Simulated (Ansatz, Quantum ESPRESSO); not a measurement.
# Ca (Fm-3m): electron–phonon coupling with Quantum ESPRESSO, part 3 of 4

Each step names its level of theory.

So far, highest frequency, solved or plainly interpolated (cm⁻¹): step 4 (phonons and couplings with ph.x: Fermi–Dirac smearing of …) 165. The relaxed cell has a = 5.524 Å (conventional setting).

## 5. Matrix elements on the k mesh: PseudoDojo files, cutoff 925.187 eV, Fermi–Dirac smearing of 0.1 eV

The exported deformation potentials allow the same Gaussian double-delta sums that other programs print.

This step: DFT PBE, scalar-relativistic, plane waves, PseudoDojo norm-conserving pseudopotentials (Ansatz 0.2.0).

The input, input.yaml:

```yaml
crystal:
  lattice:
    - [0.0, 2.7620731901, 2.7620731901]
    - [2.7620731901, 0.0, 2.7620731901]
    - [2.7620731901, 2.7620731901, 0.0]
  atoms:
    - { symbol: Ca, position: [0.0, 0.0, 0.0] }
kpoints:
  mp_grid: { grid: [8, 8, 8] }
hamiltonian:
  xc: pbe
  pseudopotentials: { kind: nc, accuracy: standard }
scf:
  occupations: { method: fermi_dirac, width: 0.1 }
  n_extra_bands: 10
output:
  eigenvalues: true
basis:
  ecutwfc: 925.187
phonons:
  method: dfpt
  qmesh: [2, 2, 2]
  temperatures: { t_max: 1000, t_step: 50 }
  qpath:
    path:
      - [[0.0, 0.0, 0.0], [0.5, 0.0, 0.5], [0.625, 0.25, 0.625]]
      - [[0.375, 0.375, 0.75], [0.0, 0.0, 0.0], [0.5, 0.5, 0.5], [0.5, 0.25, 0.75], [0.5, 0.0, 0.5]]
    npoints: 10
  electron_phonon_deformation_potentials: { window_half_width: 2.5 }
```

Started as:

```bash
$ ansatz run input.yaml --threads 4 --pin off --max-ram 8192MiB --backend cpu --events-out ev --progress --plain --runs-dir out
```

Numbers of over 12 decimals in the logs are rounded to 6 here.

Output:

```text
Warning: basis.ecutwfc = 925.187 eV is below the records' recommended 925.187132 eV, and the density's cutoff is lower with it unless basis.ecutrho_ratio is high enough to keep the records' density cutoff: compare with a run at a higher cutoff
[...]
Crystal: 1 atoms, lattice volume = 42.144 Å³
Basis set: ecut = 925.187 eV, 2733 PW (Γ), exchange–correlation on 80×80×80 points (8 copies of the dense FFT grid, shifted against one another)
Bands: 15, of which v1, the nominal top of the filled ones, is band 5 counted from 1 (4 counted from 0)
Symmetry: 48 space group operations
k-points: 29 of 512
[...]
SCF iter   1: F=—  HF=-1053.431572 eV  |F-HF|=—  |Δ(HF+E_count)|=         —  Δρ=7.23e-3  dr2=1.91e-2  ethr=3.10e-3  ⟨swp⟩=7.1  Hψ=3600  notcnv=0  defer=12
[...]
SCF iter   8: F=-1053.437193 eV  HF=-1053.437193 eV  |F-HF|=3.18e-12  |Δ(HF+E_count)|=  1.60e-10  Δρ=1.66e-7  dr2=7.81e-12  ethr=1.00e-12  ⟨swp⟩=10.2  Hψ=2416  notcnv=0
SCF 1 converged in 8 iterations: F = -1053.437193 eV  dr2 = 7.81e-12
NSCF: frozen V_eff on 29 k-points
WARN: eigensolver did not converge in 4 slots of this pass, the one above among them; of largest residual over every band (k=8): 1 band(s) unlocked (lowest unlocked band 14, counted from 0; max residual 1.60e-2 eV among the unlocked bands, 1.60e-2 eV over every band); of lowest unlocked band (k=7): band 14
[...]
DFPT response loops at q = (0, 0, 0) (fractional): preconditioner auto → Kerker (q_TF=auto, 2.147 Å⁻¹) (partly filled bands, converged f_vac=0.000); β = 1.00, the filter's whole step (`scf.mixing.beta` (0.50) is not read by the response loops under this deck's `scf.mixing.preconditioner`; to damp them name `kerker` or `kerker_dos`, under which they read `scf.mixing.beta`, and type it under 1.00, their step now; both keys bind the ground state too); Anderson in place of MSR1; while a model of the screening serves, it and β = 1 on shorter waves in the place of filter and β
[...]
SCF converged after 8 iterations
Free energy (F): -1053.437193 eV
[...]
Internal energy: -1053.397753 eV  (E = F + TS)
E sigma→0 (E₀):  -1053.417473 eV
Entropy (-TS):   -0.039439 eV (-39.439 meV/atom)
Fermi energy:    4.999533 eV
[...]
--- Band table (eV; the first three rows and the last of 29) ---
  k-point 0: bands = [... 1 lower, -17.9234, -17.9234, -17.9234, 0.9979, 7.3587, 7.3587, 7.3587, 8.4274, ... 6 higher]
  k-point 1: bands = [... 1 lower, -17.9440, -17.9262, -17.9262, 1.2630, 7.0834, 7.4490, 7.4490, 8.3553, ... 6 higher]
  k-point 2: bands = [... 1 lower, -17.9931, -17.9330, -17.9330, 2.0168, 6.4399, 7.4928, 7.4928, 8.4374, ... 6 higher]
  k-point 28: bands = [... 1 lower, -18.0139, -18.0139, -17.9752, 5.2211, 5.7174, 5.7174, 7.5863, 9.2953, ... 6 higher]
--- Phonons (Γ-DFPT): 1 representative perturbation + reference (Σ response iterations 2) ---
  ASR residual: 7.854e-4 → 0.000e0 eV/Å²; symmetrization residual: 2.168e-19 eV/Å²
  ASR residual per site (eV/Å²): 7.85e-4
  Γ frequencies (cm⁻¹): 0.00 0.00 0.00
--- Phonons (arbitrary-q DFPT): 3 irreducible q on the 2×2×2 mesh ---
  q = [0.0000, 0.0000, 0.0000] (star 1, of the zone-centre solve; hermiticity 3.42e-26, symmetrization 6.90e-16): 0.00 0.00 0.00
  q = [0.0000, 0.0000, -0.5000] (star 4, 1 solved perturbation in 125 linear systems a pass and spin channel, the states on 65 of 512 k-point pairs; hermiticity 1.78e-14, symmetrization 3.43e-13): 76.35 76.35 152.25
  q = [0.0000, -0.5000, -0.5000] (star 3, 2 solved perturbations in 118 linear systems a pass and spin channel, the states on 59 of 512 k-point pairs; hermiticity 3.36e-14, symmetrization 2.28e-13): 127.77 127.77 165.06
  sum rule: each row above includes the acoustic sum rule's correction from the zone centre's row sums; it moved no ω² by more than (2.31 cm⁻¹)²
  mesh force constants: q→R imaginary residual 0.00e0; ASR residual 7.854e-4 → 0.000e0 eV/Å²; symmetrization residual 6.085e-16 eV/Å²
  interpolated dispersion: 62 rows × 3 modes
  density of states and harmonic sums: on the 20×20×20 q-mesh, interpolated from the force constants of a 2×2×2 supercell (no non-analytic term)
  largest difference from the sums on the solved wave vectors: F 7.40e-2 eV, S 1.06e-4 and C_V 3.23e-5 eV/K
  zero-point energy: 0.020690 eV/cell   skipped modes (ω ≤ 0): 3   left out of the sums: 1.25e-4 of the cell's modes: C_V's classical limit lies that fraction below 3 k_B per atom; for a crystal, a wire or a layer, F and S can be off by more, and a phonons.interpolated_qmesh denser along its periods is the remedy for the sampling
Electron–phonon deformation potentials of 2 wavevectors written to <dir>
```

The job ended after 19 s (4 threads of Arm Neoverse N1, shared host; peak memory 1.5 GiB; 70 s of CPU time).

The column dr2 measures how far the density is from self-consistency, as an energy; F and HF (Harris–Foulkes) agree once it is small.

This step gave:

* zero point energy: 0.02069 eV/cell
* share of imaginary modes in the plain interpolation between solved wavevectors: 0
* highest frequency, solved or plainly interpolated: 165.1 cm⁻¹
* Debye temperature (second moment): 214 K

Allen's double-delta sum on the run's k mesh, delta = exp(-(x/sigma)^2)/(sigma sqrt(pi)); at the zone centre the sum is no linewidth. Double-delta sums:

```csv
q1,q2,q3,star,mode,omega (meV),"lambda_q, sigma 0.05 eV","lambda_q, sigma 0.1 eV","lambda_q, sigma 0.2 eV","lambda_q, sigma 0.3 eV","lambda_q, sigma 0.4 eV",half width at sigma 0.2 (meV),<D²> at sigma 0.2 ((eV/Å)²),nesting at sigma 0.2 (1/eV²)
0,0,-0.5,4,1,9.466,0.001154,0.004425,0.004181,0.01527,0.03331,7.28e-4,0.009956,0.2233
0,0,-0.5,4,2,9.466,0.001154,0.004425,0.004181,0.01527,0.03331,7.28e-4,0.009956,0.2233
0,0,-0.5,4,3,18.88,0.02769,0.1062,0.07637,0.0807,0.07568,0.0529,0.7231,0.2233
0,-0.5,-0.5,3,1,15.84,0.002997,0.007016,0.005708,0.005378,0.006526,0.002785,0.01534,0.5542
0,-0.5,-0.5,3,2,15.84,0.002997,0.007016,0.005708,0.005378,0.006526,0.002785,0.01534,0.5542
0,-0.5,-0.5,3,3,20.46,3.03e-12,1.30e-4,0.009761,0.02235,0.02987,0.007947,0.04377,0.5542
```

Mean over the q mesh without its centre; few wavevectors enter, so none of the widths can be taken as converged. The coupling constant λ, lambda by Gaussian width:

```
Gaussian width (eV)  coupling constant λ, lambda
              0.050                       0.0197
              0.100                       0.0718
              0.200                       0.0575
              0.300                       0.0777
              0.400                       0.0997
```

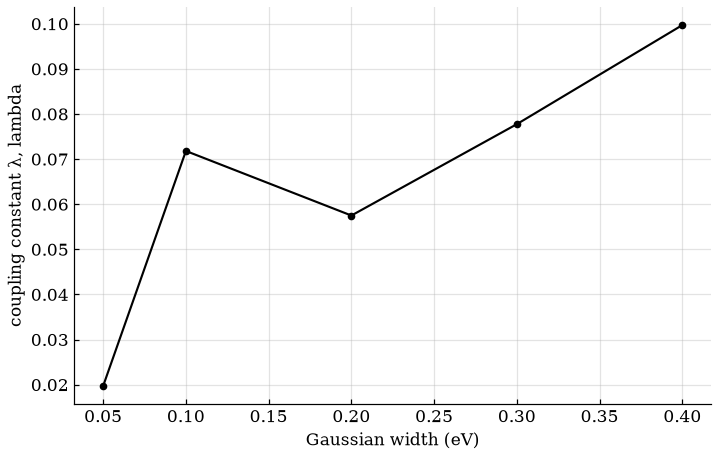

Coupling constant λ, lambda, plotted against Gaussian width.

Among the solved wavevectors the lowest mode, translations apart, is 76.3 cm⁻¹, so these are real on this k mesh.

## 6. Ground state with pw.x

ph.x needs a tightly converged ground state on the same k mesh; the cell is that of the step before.

This step: DFT PBE, scalar-relativistic, plane waves, PseudoDojo norm-conserving pseudopotentials (Quantum ESPRESSO 7.5).

The input, pw.in:

```
&CONTROL
  calculation = 'scf'
  prefix      = 'x'
  outdir      = './tmp'
  pseudo_dir  = './pseudo'
  tprnfor     = .true.
  tstress     = .true.
/
&SYSTEM
  ibrav       = 0
  nat         = 1
  ntyp        = 1
  ecutwfc     = 68.0
  ecutrho     = 272.0
  occupations = 'smearing'
  smearing    = 'fd'
  degauss     = 0.00734986
  nbnd        = 12
/
&ELECTRONS
  conv_thr    = 1.0d-11
  mixing_beta = 0.5
/
ATOMIC_SPECIES
 Ca     40.0780  Ca.upf
CELL_PARAMETERS angstrom
     0.000000000    2.762073190    2.762073190
     2.762073190    0.000000000    2.762073190
     2.762073190    2.762073190    0.000000000
ATOMIC_POSITIONS crystal
 Ca     0.000000000   0.000000000   0.000000000
K_POINTS automatic
 8 8 8 0 0 0
```

Started as:

```bash
$ OMP_NUM_THREADS=1 mpirun -n 4 pw.x -nk 4 -in pw.in > pw.x.log
```

Output:

```text
[banner, memory and clock lines left out]
Program PWSCF v.7.5

     Message from routine setup:
     using ibrav=0 with symmetry is DISCOURAGED, use correct ibrav instead

     G-vector sticks info

     bravais-lattice index     =            0
     lattice parameter (alat)  =       7.3816  a.u.
     unit-cell volume          =     284.4017 (a.u.)^3
     number of atoms/cell      =            1
     number of atomic types    =            1
     number of electrons       =        10.00
     number of Kohn-Sham states=           12
     kinetic-energy cutoff     =      68.0000  Ry
     charge density cutoff     =     272.0000  Ry
     scf convergence threshold =      1.0E-11
     mixing beta               =       0.5000
     number of iterations used =            8  plain     mixing
     Exchange-correlation= PBE
                           (   1   4   3   4   0   0   0)

     celldm(1)=   7.381575  celldm(2)=   0.000000  celldm(3)=   0.000000
     celldm(4)=   0.000000  celldm(5)=   0.000000  celldm(6)=   0.000000

     crystal axes: (cart. coord. in units of alat)
               a(1) = (   0.000000   0.707107   0.707107 )
               a(2) = (   0.707107   0.000000   0.707107 )
               a(3) = (   0.707107   0.707107   0.000000 )

     reciprocal axes: (cart. coord. in units 2 pi/alat)
               b(1) = ( -0.707107  0.707107  0.707107 )
               b(2) = (  0.707107 -0.707107  0.707107 )
               b(3) = (  0.707107  0.707107 -0.707107 )

     PseudoPot. # 1 for Ca read from file:
     ./pseudo/Ca.upf
     Pseudo is Norm-conserving + core correction, Zval = 10.0
     Using radial grid of 1766 points,  6 beta functions with:
                l(1) =   0
                l(2) =   0
                l(3) =   1
                l(4) =   1
                l(5) =   2
                l(6) =   2

     atomic species   valence    mass     pseudopotential
     Ca               10.00    40.07800     Ca( 1.00)

     48 Sym. Ops., with inversion, found

   Cartesian axes

     site n.     atom                  positions (alat units)
         1        Ca     tau(   1) = (   0.0000000   0.0000000   0.0000000  )

     number of k points=    29  Fermi-Dirac smearing, width (Ry)=  0.0073
                       cart. coord. in units 2pi/alat
        k(    1) = (   0.0000000   0.0000000   0.0000000), wk =   0.0039062
        k(    2) = (   0.0883883   0.0883883  -0.0883883), wk =   0.0312500
        k(    3) = (   0.1767767   0.1767767  -0.1767767), wk =   0.0312500
        k(    4) = (   0.2651650   0.2651650  -0.2651650), wk =   0.0312500
        k(    5) = (  -0.3535534  -0.3535534   0.3535534), wk =   0.0156250
        k(    6) = (   0.1767767   0.0000000   0.0000000), wk =   0.0234375
        k(    7) = (   0.2651650   0.0883883  -0.0883883), wk =   0.0937500
        k(    8) = (   0.3535534   0.1767767  -0.1767767), wk =   0.0937500
        k(    9) = (  -0.2651650  -0.4419417   0.4419417), wk =   0.0937500
        k(   10) = (  -0.1767767  -0.3535534   0.3535534), wk =   0.0937500
        k(   11) = (  -0.0883883  -0.2651650   0.2651650), wk =   0.0937500
        k(   12) = (   0.0000000  -0.1767767   0.1767767), wk =   0.0468750
        k(   13) = (   0.3535534   0.0000000   0.0000000), wk =   0.0234375
        k(   14) = (   0.4419417   0.0883883  -0.0883883), wk =   0.0937500
        k(   15) = (  -0.1767767  -0.5303301   0.5303301), wk =   0.0937500
        k(   16) = (  -0.0883883  -0.4419417   0.4419417), wk =   0.0937500
[...]
k(   22) = (   0.3535534   0.1767767   0.0000000), wk =   0.0937500
        k(   23) = (  -0.2651650  -0.4419417   0.6187184), wk =   0.1875000
        k(   24) = (  -0.1767767  -0.3535534   0.5303301), wk =   0.0937500
        k(   25) = (  -0.1767767  -0.5303301   0.7071068), wk =   0.0937500
        k(   26) = (  -0.0883883  -0.4419417   0.6187184), wk =   0.1875000
        k(   27) = (   0.0000000  -0.3535534   0.5303301), wk =   0.0937500
        k(   28) = (  -0.7071068   0.1767767  -0.0000000), wk =   0.0468750
        k(   29) = (  -0.7071068   0.3535534   0.0000000), wk =   0.0234375

     Dense  grid:    21595 G-vectors     FFT dimensions: (  40,  40,  40)

     Initial potential from superposition of free atoms

     starting charge       9.9951, renormalised to      10.0000
     Starting wfcs are    5 randomized atomic wfcs +    7 random wfcs

     per-process dynamical memory:    20.0 Mb

     Self-consistent Calculation

     iteration #  1     ecut=    68.00 Ry     beta= 0.50
     Davidson diagonalization with overlap
     ethr =  1.00E-02,  avg # of iterations = 10.1

     Threshold (ethr) on eigenvalues was too large:
     Diagonalizing with lowered threshold

     Davidson diagonalization with overlap
     ethr =  1.37E-05,  avg # of iterations =  7.0

     total energy              =     -77.42589080 Ry
     estimated scf accuracy    <       0.00144660 Ry

     iteration #  2     ecut=    68.00 Ry     beta= 0.50
     Davidson diagonalization with overlap
     ethr =  1.45E-05,  avg # of iterations =  1.1

     total energy              =     -77.42608629 Ry
     estimated scf accuracy    <       0.00030750 Ry

     iteration #  3     ecut=    68.00 Ry     beta= 0.50
     Davidson diagonalization with overlap
     ethr =  3.08E-06,  avg # of iterations =  2.2

     total energy              =     -77.42610407 Ry
     estimated scf accuracy    <       0.00001595 Ry

     iteration #  4     ecut=    68.00 Ry     beta= 0.50
     Davidson diagonalization with overlap
     ethr =  1.59E-07,  avg # of iterations =  2.2

     total energy              =     -77.42610504 Ry
     estimated scf accuracy    <       0.00000011 Ry

     iteration #  5     ecut=    68.00 Ry     beta= 0.50
     Davidson diagonalization with overlap
     ethr =  1.06E-09,  avg # of iterations =  2.5

     total energy              =     -77.42610507 Ry
     estimated scf accuracy    <       0.00000004 Ry

     iteration #  6     ecut=    68.00 Ry     beta= 0.50
     Davidson diagonalization with overlap
     ethr =  3.63E-10,  avg # of iterations =  2.0

     total energy              =     -77.42610508 Ry
     estimated scf accuracy    <          2.1E-10 Ry

     iteration #  7     ecut=    68.00 Ry     beta= 0.50
     Davidson diagonalization with overlap
     ethr =  2.13E-12,  avg # of iterations =  3.6

     total energy              =     -77.42610508 Ry
     estimated scf accuracy    <          4.5E-11 Ry

     iteration #  8     ecut=    68.00 Ry     beta= 0.50
     Davidson diagonalization with overlap
     ethr =  4.47E-13,  avg # of iterations =  2.1

     End of self-consistent calculation

          k = 0.0000 0.0000 0.0000 (  2733 PWs)   bands (ev):

   -37.0128 -17.9233 -17.9233 -17.9233   0.9981   7.3588   7.3588   7.3588
     8.4275   8.4275  14.1156  16.1252

          k = 0.0884 0.0884-0.0884 (  2698 PWs)   bands (ev):

   -37.0108 -17.9438 -17.9261 -17.9261   1.2632   7.0836   7.4492   7.4492
     8.3554   8.3554  14.2547  14.7080

          k = 0.1768 0.1768-0.1768 (  2695 PWs)   bands (ev):

   -37.0060 -17.9929 -17.9329 -17.9329   2.0170   6.4401   7.4929   7.4929
     8.4375   8.4375  12.4176  14.5751

          k = 0.2652 0.2652-0.2652 (  2704 PWs)   bands (ev):

   -37.0012 -18.0415 -17.9397 -17.9397   3.1180   5.6170   7.3310   7.3310
     8.8617   8.8617  10.8484  13.9236

          k =-0.3536-0.3536 0.3536 (  2692 PWs)   bands (ev):

   -36.9992 -18.0614 -17.9425 -17.9425   4.0393   4.8585   7.2444   7.2444
     9.1117   9.1117  10.2319  13.6168

          k = 0.1768 0.0000 0.0000 (  2701 PWs)   bands (ev):

   -37.0102 -17.9432 -17.9307 -17.9307   1.3507   7.0161   7.5003   7.5003
     8.0815   8.5189  14.5444  15.1959

          k = 0.2652 0.0884-0.0884 (  2702 PWs)   bands (ev):

   -37.0063 -17.9795 -17.9388 -17.9367   1.9401   6.5667   7.4581   7.6252
     8.0222   8.6356  13.1991  14.7954

          k = 0.3536 0.1768-0.1768 (  2694 PWs)   bands (ev):

   -37.0015 -18.0255 -17.9459 -17.9455   2.9327   5.9053   7.1212   7.5461
     8.5522   8.9573  11.3026  14.2393

          k =-0.2652-0.4419 0.4419 (  2700 PWs)   bands (ev):

   -36.9986 -18.0528 -17.9546 -17.9471   4.0740   5.0523   6.9711   7.4189
     9.1213   9.1268  10.1940  13.6896

          k =-0.1768-0.3536 0.3536 (  2690 PWs)   bands (ev):

   -36.9992 -18.0463 -17.9574 -17.9425   3.7103   5.3695   6.9763   7.4350
     8.7928   9.2642  10.4754  13.4959

          k =-0.0884-0.2652 0.2652 (  2689 PWs)   bands (ev):

   -37.0031 -18.0104 -17.9516 -17.9345   2.5685   6.1825   7.1594   7.6243
     8.2266   8.9304  11.8961  13.7155

          k = 0.0000-0.1768 0.1768 (  2705 PWs)   bands (ev):

   -37.0079 -17.9679 -17.9388 -17.9277   1.6915   6.7534   7.4088   7.6406
     8.0630   8.5495  13.6450  14.1788

          k = 0.3536 0.0000 0.0000 (  2682 PWs)   bands (ev):

   -37.0038 -17.9901 -17.9486 -17.9486   2.3405   6.3415   7.2447   7.9422
     7.9422   8.7498  13.7861  13.7861

          k = 0.4419 0.0884-0.0884 (  2706 PWs)   bands (ev):

   -36.9999 -18.0194 -17.9606 -17.9567   3.1511   5.9811   6.7356   8.0604
     8.4521   9.0021  11.8824  13.1074

          k =-0.1768-0.5303 0.5303 (  2692 PWs)   bands (ev):

   -36.9970 -18.0377 -17.9782 -17.9582   4.2176   5.4453   6.4335   7.9196
     9.1661   9.1751  10.1821  12.6167

          k =-0.0884-0.4419 0.4419 (  2693 PWs)   bands (ev):

   -36.9967 -18.0339 -17.9917 -17.9524   4.5777   5.3018   6.2794   7.8024
     8.8282   9.3690  10.3446  11.8925

          k = 0.0000-0.3536 0.3536 (  2700 PWs)   bands (ev):

[...]
k = 0.5303-0.0000 0.0000 (  2694 PWs)   bands (ev):

[...]
k =-0.0884-0.6187 0.6187 (  2691 PWs)   bands (ev):

[...]
k = 0.0000-0.5303 0.5303 (  2686 PWs)   bands (ev):

[...]
k =-0.7071 0.0000 0.0000 (  2698 PWs)   bands (ev):

[...]
k = 0.3536 0.1768 0.0000 (  2690 PWs)   bands (ev):

   -37.0025 -18.0050 -17.9582 -17.9415   2.6494   6.2278   6.9924   7.9135
     8.0446   8.9614  12.4449  13.0967

          k =-0.2652-0.4419 0.6187 (  2693 PWs)   bands (ev):

   -36.9986 -18.0312 -17.9735 -17.9496   3.6912   5.7263   6.5817   7.7549
     8.6045   9.3426  10.8299  12.6075

          k =-0.1768-0.3536 0.5303 (  2680 PWs)   bands (ev):

   -36.9970 -18.0424 -17.9783 -17.9539   4.7018   4.9430   6.5234   7.6588
     8.9516   9.5125   9.9753  12.7569

          k =-0.1768-0.5303 0.7071 (  2707 PWs)   bands (ev):

   -36.9970 -18.0326 -17.9776 -17.9636   3.9759   5.7874   6.2728   8.2434
     8.7215   9.3446  11.1166  11.7032

          k =-0.0884-0.4419 0.6187 (  2696 PWs)   bands (ev):

   -36.9954 -18.0297 -17.9978 -17.9667   4.9010   5.4550   6.0119   7.9353
     9.0317   9.8061   9.9507  11.4333

          k = 0.0000-0.3536 0.5303 (  2689 PWs)   bands (ev):

   -36.9961 -18.0223 -18.0043 -17.9597   4.6387   5.7944   5.8364   7.8515
     8.8273   9.4619  10.9290  10.9342

          k =-0.7071 0.1768-0.0000 (  2696 PWs)   bands (ev):

   -36.9948 -18.0418 -17.9856 -17.9745   4.8406   5.6223   5.8870   8.3796
     9.2944   9.5854  10.3931  10.8416

          k =-0.7071 0.3536 0.0000 (  2720 PWs)   bands (ev):

   -36.9948 -18.0138 -18.0138 -17.9751   5.2213   5.7176   5.7176   7.5865
     9.2954  10.2386  10.2386  10.2930

     the Fermi energy is     4.9997 ev

!    total energy              =     -77.42610508 Ry
     estimated scf accuracy    <          9.3E-12 Ry
     smearing contrib. (-TS)   =      -0.00289874 Ry
     internal energy E=F+TS    =     -77.42320633 Ry

     The total energy is F=E-TS. E is the sum of the following terms:
     one-electron contribution =     -38.77798164 Ry
     hartree contribution      =      19.85664087 Ry
     xc contribution           =     -14.58187580 Ry
     ewald contribution        =     -43.91998977 Ry

     convergence has been achieved in   8 iterations

     Forces acting on atoms (cartesian axes, Ry/au):

     atom    1 type  1   force =     0.00000000    0.00000000    0.00000000

     Total force =     0.000000     Total SCF correction =     0.000000

     Computing stress (Cartesian axis) and pressure

          total   stress  (Ry/bohr**3)                   (kbar)     P=        0.15
   0.00000100   0.00000000   0.00000000            0.15        0.00        0.00
   0.00000000   0.00000100   0.00000000            0.00        0.15        0.00
   0.00000000   0.00000000   0.00000100            0.00        0.00        0.15

     XML data file, charge density, pseudopotentials, collected wavefunctions
```

Run time: 8.7 s. Hardware: 4 MPI ranks; 34 s of CPU time.

This step gave:

| Quantity | Value |
| --- | --- |
| pressure | 0.015 GPa |

With these potentials, mesh and smearing the cell is at 0.015 GPa.

(Continued in part 4 of 4.)

[Logs are printed without paths, hosts, clocks, repeated set-up lines and the standing remarks that a program may print on its own settings, such as how far it seeks lower states.]

[Hosts, paths, dates, database ids (printed as entryN), source tags and the programs' standing remarks are cut or masked in the printed files.]
